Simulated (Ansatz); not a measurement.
**Ga5BiPd: relaxing a made-up structure**

This structure for Ga5BiPd is made up. Its elements were placed in a known structure type with a cell scaled to their sizes. What cell does the guess relax to, and how far off was it?

Main program and level: Ansatz 0.2.0; DFT, PBE, plane-wave PAW, files of the set soft_1, scalar-relativistic, no spin, cell and ions relaxed at zero pressure; PAW set soft_1, in the first sound run; inputs show where later runs differ.

### 1. The starting structure

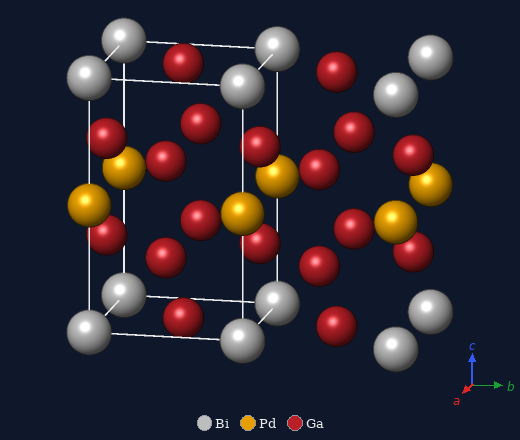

Start, viewed slightly off an axis; bismuth light grey, palladium orange, gallium red. 1×2×1 cells are drawn. Some periodic images of atoms are drawn too.

### 2. Relaxing cell and atoms

The guess takes its coordinates from another compound and its volume from a rule, so the cell and any free coordinates are relaxed together.

Contents of input.yaml:

```yaml
crystal:
  lattice:
    - [4.224, 0.0, 0.0]
    - [0.0, 4.224, 0.0]
    - [0.0, 0.0, 7.048]
  atoms:
    - { symbol: Bi, position: [0.0, 0.0, 0.0] }
    - { symbol: Pd, position: [0.0, 0.0, 0.5] }
    - { symbol: Ga, position: [0.0, 0.5, 0.3099] }
    - { symbol: Ga, position: [0.5, 0.0, 0.3099] }
    - { symbol: Ga, position: [0.0, 0.5, 0.6901] }
    - { symbol: Ga, position: [0.5, 0.0, 0.6901] }
    - { symbol: Ga, position: [0.5, 0.5, 0.0] }
kpoints:
  mp_grid: { grid: [6, 6, 4] }
scf:
  occupations: { method: fermi_dirac, width: 0.05 }
hamiltonian:
  xc: pbe
  pseudopotentials: { kind: paw, azcp: { folder: soft_1 } }
relax:
  f_tol: 0.015
  max_steps: 70
  cell: {}
output:
  forces: true
  stress: true
```

The run is started by

```
ansatz run input.yaml --threads 4 --pin off --max-ram 10240MiB --backend cpu --events-out ev --progress --plain --runs-dir out
```

Numbers of over 12 decimals in the logs are rounded to 6 here.

What it wrote:

```text
Engine: ansatz 0.2.0, aarch64-unknown-linux-gnu
Pseudopotentials: kind: paw
Pseudopotential: Bi, paw, valence charge 15, recommended cutoff 420 eV (normal), soft_1/Bi.paw.azcp
Pseudopotential: Pd, paw, valence charge 18, recommended cutoff 420 eV (normal), soft_1/Pd.paw.azcp
Pseudopotential: Ga, paw, valence charge 13, recommended cutoff 420 eV (normal), soft_1/Ga.paw.azcp
Functional definition: PBE
  parameter kappa = 0.804
  parameter beta = 0.066725
  exchange = pbe_x(kappa = kappa, mu = beta*pi^2/3)
  correlation = pbe_c(beta = beta)
Crystal: 7 atoms, lattice volume = 125.752 Å³
Basis set: ecut = 420 eV, 2435 PW (Γ), exchange–correlation on 60×60×96 points (8 copies of the dense FFT grid, shifted against one another)
Bands: 59, of which v1, the nominal top of the filled ones, is band 49 counted from 1 (48 counted from 0)
Symmetry: 16 space group operations
Space group: P4/mmm (ITA 123), of the structure as read, at distance tolerance 5.0e-5 Å
k-points: 30 of 144
Non-local potential: Bi, projectors of the file, l = 0: 2, l = 1: 2, l = 2: 2, l = 3: 1
Non-local potential: Pd, projectors of the file, l = 0: 2, l = 1: 2, l = 2: 2, l = 3: 1
Non-local potential: Ga, projectors of the file, l = 0: 2, l = 1: 2, l = 2: 3, l = 3: 1
PAW form: soft (Blöchl's): semilocal exchange-correlation on the pseudo side does not see the compensation charge
PAW one-centre angular grid: Bi, 590 points (default); XC on 64 Gauss nodes
PAW one-centre angular grid: Pd, 590 points (default); XC on 64 Gauss nodes
PAW one-centre angular grid: Ga, 590 points (default); XC on 64 Gauss nodes
Initial density: superposition of atomic densities (chi_scale 0.1, normalization cell, long waves kept (reshape's long-wave potential 0.06 eV rms))
Initial wavefunctions: pseudopotential atomic-orbital guess
Functional: x = pbe(κ = 0.804, μ = 0.219515), c = pbe(β = 0.066725)
SCF iter   1: F=—  HF=-38295.772773 eV  |F-HF|=—  |Δ(HF+E_count)|=         —  Δρ=2.07e-1  dr2=1.02e2  ethr=3.10e-3  ⟨swp⟩=6.3  Hψ=6027  notcnv=0  defer=7
preconditioner: auto → Kerker (q_TF=auto, 2.617 Å⁻¹)  [metal: Δε(μ)=0.062 eV  Ē_g=16.067 eV  σ=0.050 eV  W_gap=0.30  n_scr=36 (ndim 8)  ℏωp=31.4 eV  f_vac=0.000  D(μ)=4.99/eV (n_scr^D=38)]
SCF iter   2: F=—  HF=-38289.696079 eV  |F-HF|=—  |Δ(HF+E_count)|=    6.08e0  Δρ=1.03e-1  dr2=2.76e1  ethr=3.10e-3  ⟨swp⟩=2.9  Hψ=3840  notcnv=0  defer=65
SCF iter   3: F=—  HF=-38287.216462 eV  |F-HF|=—  |Δ(HF+E_count)|=    2.48e0  Δρ=2.76e-2  dr2=3.03e0  ethr=3.10e-3  ⟨swp⟩=2.9  Hψ=2543  notcnv=0  defer=68
SCF iter   4: F=—  HF=-38286.900090 eV  |F-HF|=—  |Δ(HF+E_count)|=   3.16e-1  Δρ=1.41e-2  dr2=8.29e-1  ethr=3.09e-3  ⟨swp⟩=2.0  Hψ=2199  notcnv=0  defer=70
SCF iter   5: F=—  HF=-38286.809085 eV  |F-HF|=—  |Δ(HF+E_count)|=   9.10e-2  Δρ=6.56e-3  dr2=1.54e-1  ethr=8.46e-4  ⟨swp⟩=2.2  Hψ=3161  notcnv=0  defer=71
SCF iter   6: F=—  HF=-38286.759029 eV  |F-HF|=—  |Δ(HF+E_count)|=   5.01e-2  Δρ=2.28e-3  dr2=2.56e-2  ethr=1.57e-4  ⟨swp⟩=2.1  Hψ=3441  notcnv=0  defer=72
SCF iter   7: F=—  HF=-38286.754560 eV  |F-HF|=—  |Δ(HF+E_count)|=   4.47e-3  Δρ=6.72e-4  dr2=6.87e-4  ethr=2.62e-5  ⟨swp⟩=2.0  Hψ=2226  notcnv=0  defer=72
SCF iter   8: F=—  HF=-38286.754514 eV  |F-HF|=—  |Δ(HF+E_count)|=   4.58e-5  Δρ=1.60e-4  dr2=5.73e-5  ethr=7.01e-7  ⟨swp⟩=2.9  Hψ=3175  notcnv=0  defer=72
SCF iter   9: F=—  HF=-38286.754458 eV  |F-HF|=—  |Δ(HF+E_count)|=   5.64e-5  Δρ=5.88e-5  dr2=9.92e-6  ethr=5.85e-8  ⟨swp⟩=2.0  Hψ=2118  notcnv=0  defer=72
SCF iter  10: F=—  HF=-38286.754461 eV  |F-HF|=—  |Δ(HF+E_count)|=   2.97e-6  Δρ=4.57e-5  dr2=2.53e-6  ethr=1.01e-8  ⟨swp⟩=2.0  Hψ=2901  notcnv=0  defer=72
SCF iter  11: F=—  HF=-38286.754459 eV  |F-HF|=—  |Δ(HF+E_count)|=   2.31e-6  Δρ=1.90e-5  dr2=1.12e-6  ethr=2.58e-9  ⟨swp⟩=2.0  Hψ=2902  notcnv=0  defer=72
SCF iter  12: F=—  HF=-38286.754458 eV  |F-HF|=—  |Δ(HF+E_count)|=   6.06e-8  Δρ=7.91e-6  dr2=1.81e-7  ethr=1.14e-9  ⟨swp⟩=2.0  Hψ=2715  notcnv=0  defer=72
SCF iter  13: F=-38286.754459 eV  HF=-38286.754459 eV  |F-HF|=6.67e-9  |Δ(HF+E_count)|=   1.85e-8  Δρ=2.79e-6  dr2=1.55e-8  ethr=1.02e-10  ⟨swp⟩=4.0  Hψ=5954  notcnv=0
SCF 1 converged in 13 iterations: F = -38286.754459 eV  dr2 = 1.55e-8
  greatest PAW one-centre occupation: 1.000 electrons in one spin orbital (limit 2), on the Pd atom at site 1 (counted from 0), in its partial waves of l = 0
relax step   1: F+E_penalty+E_count = -38286.75445851 eV  Δ(F+E_penalty+E_count) = +0.000e0 eV  max|allowed force component| = 5.114e-1 eV/Å  Δτ_max = 0.0000 Å  P = +14.723 GPa  Ω = 125.752 Å³  (13 SCF iters, dr2 threshold 1.00e-7 eV, accepted)
Crystal: 7 atoms, lattice volume = 141.279 Å³
Basis set: ecut = 420 eV, 2793 PW (Γ), exchange–correlation on 60×60×96 points (8 copies of the dense FFT grid, shifted against one another)
Initial density: handed on by an earlier stage of this run
Initial wavefunctions: those handed on with the density
iter 1 solved again at ethr=5.92e-4 eV; its pass at ethr=3.10e-3 eV (dr2=5.80e-1 eV) is discarded
SCF iter   1: F=—  HF=-38287.670684 eV  |F-HF|=—  |Δ(HF+E_count)|=         —  Δρ=1.43e-2  dr2=5.86e-1  ethr=5.92e-4  ⟨swp⟩=1.8  Hψ=9448  notcnv=0
preconditioner: auto → LDOS  [metal: Δε(μ)=0.007 eV  Ē_g=15.483 eV  σ=0.050 eV  W_gap=0.03  n_scr=38 (ndim 8)  ℏωp=29.6 eV  f_vac=0.011  D(μ)=3.31/eV (n_scr^D=20)  β→1.0]
SCF iter   2: F=—  HF=-38287.576821 eV  |F-HF|=—  |Δ(HF+E_count)|=   9.39e-2  Δρ=4.14e-3  dr2=1.83e-2  ethr=5.92e-4  ⟨swp⟩=2.6  Hψ=2402  notcnv=0
preconditioner: auto → Kerker (q_TF=auto, 2.567 Å⁻¹)  [metal: Δε(μ)=0.034 eV  Ē_g=15.463 eV  σ=0.050 eV  W_gap=0.16  n_scr=38 (ndim 8)  ℏωp=29.6 eV  f_vac=0.010  D(μ)=3.05/eV (n_scr^D=16)  β→0.5]
SCF iter   3: F=—  HF=-38287.572687 eV  |F-HF|=—  |Δ(HF+E_count)|=   4.13e-3  Δρ=1.38e-3  dr2=7.78e-3  ethr=1.87e-5  ⟨swp⟩=2.0  Hψ=3493  notcnv=0  defer=9
SCF iter   4: F=—  HF=-38287.571321 eV  |F-HF|=—  |Δ(HF+E_count)|=   1.37e-3  Δρ=5.70e-4  dr2=5.49e-4  ethr=7.94e-6  ⟨swp⟩=2.0  Hψ=2300  notcnv=0  defer=9
SCF iter   5: F=—  HF=-38287.570998 eV  |F-HF|=—  |Δ(HF+E_count)|=   3.23e-4  Δρ=2.54e-4  dr2=1.05e-4  ethr=5.60e-7  ⟨swp⟩=2.0  Hψ=2891  notcnv=0  defer=9
SCF iter   6: F=—  HF=-38287.570943 eV  |F-HF|=—  |Δ(HF+E_count)|=   5.44e-5  Δρ=1.03e-4  dr2=3.55e-5  ethr=1.07e-7  ⟨swp⟩=2.0  Hψ=2859  notcnv=0  defer=9
SCF iter   7: F=—  HF=-38287.570939 eV  |F-HF|=—  |Δ(HF+E_count)|=   3.86e-6  Δρ=2.98e-5  dr2=1.71e-6  ethr=3.62e-8  ⟨swp⟩=2.0  Hψ=1974  notcnv=0  defer=9
SCF iter   8: F=-38287.570939 eV  HF=-38287.570940 eV  |F-HF|=6.46e-7  |Δ(HF+E_count)|=   6.99e-7  Δρ=1.71e-5  dr2=4.76e-7  ethr=7.14e-10  ⟨swp⟩=5.0  Hψ=7429  notcnv=0
[...]
SCF iter   6: F=-38287.657469 eV  HF=-38287.657470 eV  |F-HF|=3.73e-7  |Δ(HF+E_count)|=   5.98e-6  Δρ=1.67e-5  dr2=4.06e-7  ethr=7.14e-10  ⟨swp⟩=3.8  Hψ=8549  notcnv=0
SCF 3 converged in 6 iterations: F = -38287.657469 eV  dr2 = 4.06e-7
relax step   3: F+E_penalty+E_count = -38287.65746920 eV  Δ(F+E_penalty+E_count) = -8.653e-2 eV  max|allowed force component| = 1.242e-1 eV/Å  Δτ_max = 0.0171 Å  P = +0.848 GPa  Ω = 146.422 Å³  energy of the carried Pulay correction = -6.029e-3 eV  (6 SCF iters, dr2 threshold 7.00e-7 eV, accepted)
[... from here on, the SCF cycles and remarks between the steps are left out ...]
relax step   4: F+E_penalty+E_count = -38287.66810258 eV  Δ(F+E_penalty+E_count) = -1.063e-2 eV  max|allowed force component| = 3.074e-2 eV/Å  Δτ_max = 0.0126 Å  P = +0.072 GPa  Ω = 148.032 Å³  energy of the carried Pulay correction = -6.460e-3 eV  (6 SCF iters, dr2 threshold 7.00e-7 eV, accepted)
relax step   5: F+E_penalty+E_count = -38287.67049753 eV  Δ(F+E_penalty+E_count) = -2.395e-3 eV  max|allowed force component| = 6.370e-3 eV/Å  Δτ_max = 0.0064 Å  P = -0.048 GPa  Ω = 148.179 Å³  energy of the carried Pulay correction = -6.499e-3 eV  (5 SCF iters, dr2 threshold 3.52e-7 eV, accepted)
relax step   6: F+E_penalty+E_count = -38287.67462359 eV  Δ(F+E_penalty+E_count) = -4.126e-3 eV  max|allowed force component| = 2.519e-2 eV/Å  Δτ_max = 0.0050 Å  P = -0.076 GPa  Ω = 148.102 Å³  energy of the carried Pulay correction = -6.479e-3 eV  (6 SCF iters, dr2 threshold 9.76e-8 eV, accepted)
relax step   7: F+E_penalty+E_count = -38287.69339861 eV  Δ(F+E_penalty+E_count) = -1.878e-2 eV  max|allowed force component| = 6.948e-2 eV/Å  Δτ_max = 0.0106 Å  P = -0.110 GPa  Ω = 147.681 Å³  energy of the carried Pulay correction = -6.367e-3 eV  (6 SCF iters, dr2 threshold 2.79e-7 eV, accepted)
relax step   8: F+E_penalty+E_count = -38287.69509836 eV  Δ(F+E_penalty+E_count) = -1.700e-3 eV  max|allowed force component| = 2.904e-2 eV/Å  Δτ_max = 0.0078 Å  P = -0.098 GPa  Ω = 147.708 Å³  energy of the carried Pulay correction = -6.374e-3 eV  (5 SCF iters, dr2 threshold 3.02e-7 eV, accepted)
relax step   9: F+E_penalty+E_count = -38287.69551899 eV  Δ(F+E_penalty+E_count) = -4.206e-4 eV  max|allowed force component| = 2.052e-3 eV/Å  Δτ_max = 0.0061 Å  P = -0.012 GPa  Ω = 147.619 Å³  energy of the carried Pulay correction = -6.350e-3 eV  (5 SCF iters, dr2 threshold 6.57e-8 eV, accepted)
relax step  10: F+E_penalty+E_count = -38287.69560017 eV  Δ(F+E_penalty+E_count) = -8.118e-5 eV  max|allowed force component| = 4.415e-6 eV/Å  Δτ_max = 0.0006 Å  P = +0.001 GPa  Ω = 147.555 Å³  energy of the carried Pulay correction = -6.333e-3 eV  (5 SCF iters, dr2 threshold 7.29e-9 eV, accepted)
relax step  11: F+E_penalty+E_count = -38287.70578655 eV  Δ(F+E_penalty+E_count) = -1.019e-2 eV  max|allowed force component| = 5.256e-4 eV/Å  Δτ_max = 0.0000 Å  P = +0.110 GPa  Ω = 147.555 Å³  stress off target by 3.13e-1 GPa  SCF on the basis re-selected at this cell (its energy is not comparable with the rows above)  (8 SCF iters)
relax step  12: F+E_penalty+E_count = -38287.70637651 eV  Δ(F+E_penalty+E_count) = -5.900e-4 eV  max|allowed force component| = 4.051e-5 eV/Å  Δτ_max = 0.0002 Å  P = +0.023 GPa  Ω = 147.765 Å³  energy of the carried Pulay correction = -5.040e-5 eV  (5 SCF iters, dr2 threshold 2.44e-7 eV, accepted)
relax step  13: F+E_penalty+E_count = -38287.70639371 eV  Δ(F+E_penalty+E_count) = -1.720e-5 eV  max|allowed force component| = 1.894e-5 eV/Å  Δτ_max = 0.0000 Å  P = +0.001 GPa  Ω = 147.820 Å³  energy of the carried Pulay correction = -6.353e-5 eV  (5 SCF iters, dr2 threshold 1.15e-8 eV, accepted)
iter 1 solved again at ethr=5.90e-8 eV; its pass at ethr=3.10e-3 eV (dr2=5.78e-5 eV) is discarded
SCF iter   1: F=—  HF=-38287.706127 eV  |F-HF|=—  |Δ(HF+E_count)|=         —  Δρ=1.60e-4  dr2=7.93e-7  ethr=5.90e-8  ⟨swp⟩=4.0  Hψ=11332  notcnv=0
preconditioner: auto → LDOS  [metal: Δε(μ)=0.031 eV  Ē_g=15.305 eV  σ=0.050 eV  W_gap=0.15  n_scr=38 (ndim 8)  ℏωp=29.0 eV  f_vac=0.012  D(μ)=3.47/eV (n_scr^D=16)  β→1.0]
SCF iter   2: F=—  HF=-38287.706449 eV  |F-HF|=—  |Δ(HF+E_count)|=   3.23e-4  Δρ=3.98e-6  dr2=1.61e-8  ethr=8.09e-10  ⟨swp⟩=2.1  Hψ=2617  notcnv=0
SCF iter   3: F=—  HF=-38287.706449 eV  |F-HF|=—  |Δ(HF+E_count)|=   1.66e-8  Δρ=4.62e-6  dr2=1.94e-8  ethr=1.65e-11  ⟨swp⟩=2.2  Hψ=3024  notcnv=0
SCF iter   4: F=—  HF=-38287.706449 eV  |F-HF|=—  |Δ(HF+E_count)|=   1.96e-8  Δρ=5.04e-7  dr2=4.52e-10  ethr=1.65e-11  ⟨swp⟩=2.0  Hψ=2977  notcnv=0
SCF iter   5: F=—  HF=-38287.706449 eV  |F-HF|=—  |Δ(HF+E_count)|=  2.04e-10  Δρ=2.69e-7  dr2=9.76e-11  ethr=1.00e-12  ⟨swp⟩=4.4  Hψ=6393  notcnv=0
SCF iter   6: F=-38287.706449 eV  HF=-38287.706449 eV  |F-HF|=1.46e-11  |Δ(HF+E_count)|=    0.00e0  Δρ=7.68e-8  dr2=8.55e-12  ethr=1.00e-12  ⟨swp⟩=4.1  Hψ=6322  notcnv=0
SCF 14 converged in 6 iterations: F = -38287.706449 eV  dr2 = 8.55e-12
relax step  14: F+E_penalty+E_count = -38287.70644916 eV  Δ(F+E_penalty+E_count) = -5.545e-5 eV  max|allowed force component| = 1.568e-5 eV/Å  Δτ_max = 0.0000 Å  P = +0.000 GPa  Ω = 147.820 Å³  stress off target by 2.80e-3 GPa  SCF on the basis re-selected at this cell (its energy is not comparable with the rows above)  (6 SCF iters)
basis re-selected at this cell: Δ(F+E_penalty+E_count) = -5.545e-5 eV, ΔP = -0.000 GPa vs the last step (what re-selecting the basis moved, of the pressure what is left beyond the Pulay correction that the steps carried, after the strain that the cell walked since its last selection, with what the two solves' SCF thresholds leave and, on support functions, any second-order correction that the steps lacked; it is no m [...]
SCF converged after 6 iterations
Free energy (F): -38287.706449 eV
Harris-Foulkes:  -38287.706449 eV  (|F-HF|=1.46e-11)
Internal energy: -38287.678781 eV  (E = F + TS)
E sigma→0 (E₀):  -38287.692615 eV
Entropy (-TS):   -0.027669 eV (-3.953 meV/atom)
Fermi energy:    10.499604 eV
--- Per-component energies (eV) ---
  E_band       = -541.899301
  E_kinetic    = 1256.247481
  E_local      = -10735.836123  (includes V_loc(G=0)·N_el)
  E_nonlocal   = 291.651750
  E_hartree    = 5965.706086
  E_xc         = -608.306863
  E_vxc        = -587.008910  (∫ρ·V_xc dr)
  E_paw        = -24399.939721  (= ΣΔE_a)
  E_vpaw       = -2698.365242  (= ΣTr[D̂ρ^β])
  E_aug_tail   = -0.000617  (compensation charges beyond the density's cutoff)
  E_ewald      = -10057.200775
  E_smearing   = -0.027669  (= −TS)
  E_closure    = 0.000000  (closes the sum)
  Σ components = -38287.706449   (vs F -38287.706449, Δ=0.00e0)
--- Forces (eV/Å), atoms counted from 1 ---
  atom   1  Bi     0.00000000    -0.00000000     0.00000000
  atom   2  Pd     0.00000000    -0.00000000     0.00000000
  atom   3  Ga     0.00000000     0.00000000    -0.00001568
  atom   4  Ga     0.00000000     0.00000000    -0.00001568
  atom   5  Ga     0.00000000     0.00000000     0.00001568
  atom   6  Ga     0.00000000     0.00000000     0.00001568
  atom   7  Ga     0.00000000     0.00000000     0.00000000
  max |Σ_I F_I| component: 2.60e-29 eV/Å
--- Stress (GPa, compression-positive) ---
        0.001806       0.000000       0.000000
        0.000000       0.001806       0.000000
        0.000000       0.000000      -0.002804
  P = ⅓ Tr σ = 0.0003 GPa (0.003 kbar)
--- Relaxed structure (12 steps of the walk, 12 accepted, 2 SCFs on fresh bases) ---
  F+E_penalty+E_count = -38287.70644916 eV   max|allowed force component| = 1.568e-5 eV/Å   (the final SCF, on the basis selected at the relaxed cell)
  cell:  # Å, volume = 147.8195 Å³
    - [4.302627, 0, 0.0]
    - [0, 4.302627, 0.0]
    - [0.0, 0.0, 7.984806]
  atoms:
    - { symbol: Bi, position: [0, 0, 0] }
    - { symbol: Pd, position: [0, 0, 0.500000] }
    - { symbol: Ga, position: [0, 0.5, 0.306564] }
    - { symbol: Ga, position: [0.5, 0, 0.306564] }
    - { symbol: Ga, position: [0, 0.5, 0.693436] }
    - { symbol: Ga, position: [0.5, 0, 0.693436] }
    - { symbol: Ga, position: [0.5, 0.5, 0] }
```

It took 84 s on 4 threads of Arm Neoverse N1, shared host; peak memory 0.7 GiB; 5.2 min of CPU time.

Step by step:

| step | energy less that of the first step (eV) | largest force component (eV/Å) | pressure (GPa) | volume (Å³) |
| --- | --- | --- | --- | --- |
| 1 | 0.0000 | 0.5114 | 14.72 | 125.75 |
| 2 | -0.8165 | 0.3244 | 3.50 | 141.28 |
| 3 | -0.9030 | 0.1242 | 0.85 | 146.42 |
| 4 | -0.9136 | 0.0307 | 0.07 | 148.03 |
| 5 | -0.9160 | 0.0064 | -0.05 | 148.18 |
| 6 | -0.9202 | 0.0252 | -0.08 | 148.10 |
| 7 | -0.9389 | 0.0695 | -0.11 | 147.68 |
| 8 | -0.9406 | 0.0290 | -0.10 | 147.71 |
| 9 | -0.9411 | 0.0021 | -0.01 | 147.62 |
| 10 | -0.9411 | 0.0000 | 0.00 | 147.56 |
| 11* | -0.9513 | 0.0005 | 0.11 | 147.56 |
| 12 | -0.9519 | 0.0000 | 0.02 | 147.76 |
| 13 | -0.9519 | 0.0000 | 0.00 | 147.82 |
| 14* | -0.9520 | 0.0000 | 0.00 | 147.82 |

Relaxation steps marked * repeat the geometry before them on a plane-wave basis chosen anew for their cell, so energy and pressure can jump there.

The run keeps the 16 symmetry operations that it works with, so distortions that break them were not tested.

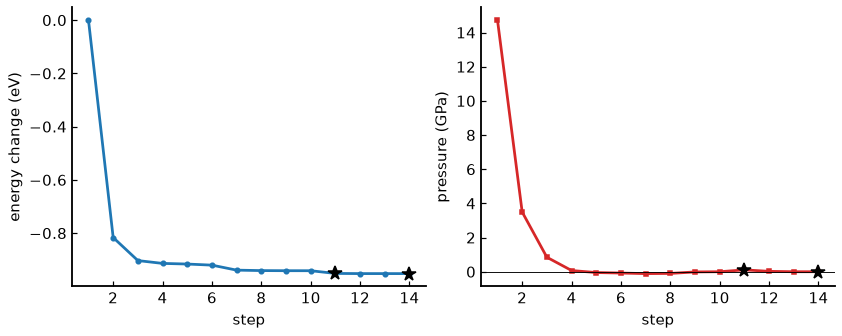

Energy and pressure along the relaxation. Stars mark steps on a basis chosen anew.

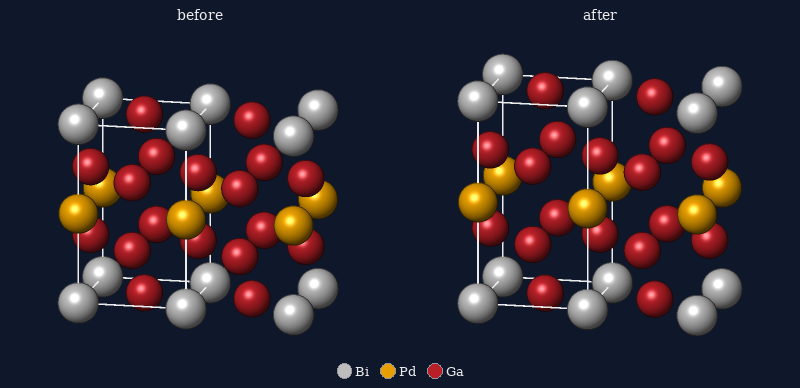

Before and after, at one scale.

| cell as run | before | after | change |
| --- | --- | --- | --- |
| a (Å) | 4.224 | 4.303 | +1.9 % |
| b (Å) | 4.224 | 4.303 | +1.9 % |
| c (Å) | 7.048 | 7.985 | +13.3 % |
| volume (Å³/atom) | 17.96 | 21.12 | +17.5 % |

The atoms that moved most (Å, as changes of fractional coordinates times the final cell):

| atom | dx | dy | dz | length |
| --- | --- | --- | --- | --- |
| Ga6 | 0.000 | 0.000 | 0.027 | 0.027 |
| Ga5 | 0.000 | 0.000 | 0.027 | 0.027 |
| Ga4 | 0.000 | 0.000 | -0.027 | 0.027 |
| Ga3 | 0.000 | 0.000 | -0.027 | 0.027 |

Numbers from this step:

| Quantity | Value |
| --- | --- |
| free energy | -38287.7064 eV |
| energy at zero smearing | -38287.6926 eV |
| smearing term TS | 0.02767 eV |
| Fermi energy | 10.50 eV |
| electrons | 98 |
| symmetry operations | 16 |
| pressure | 2.69e-4 GPa |

The shortest distance of each pair, which need not be the same contact before and after:

| pair | guess (Å) | relaxed (Å) |
| --- | --- | --- |
| Ga–Pd | 2.501 | 2.648 |
| Bi–Ga | 2.987 | 3.042 |
| Ga–Ga | 2.680 | 3.042 |
| Bi–Pd | 3.524 | 3.992 |
| Bi–Bi | 4.224 | 4.303 |

The relaxation ends with a largest force component of 1.6e-5 eV/Å and a pressure of 0.00 GPa.

(Part 1 of 2 ends here.)

[Logs are printed without paths, hosts, clocks, repeated set-up lines and the standing remarks that a program may print on its own settings, such as how far it seeks lower states.]

[Hosts, paths, dates, database ids (printed as entryN), source tags and the programs' standing remarks are cut or masked in the printed files.]
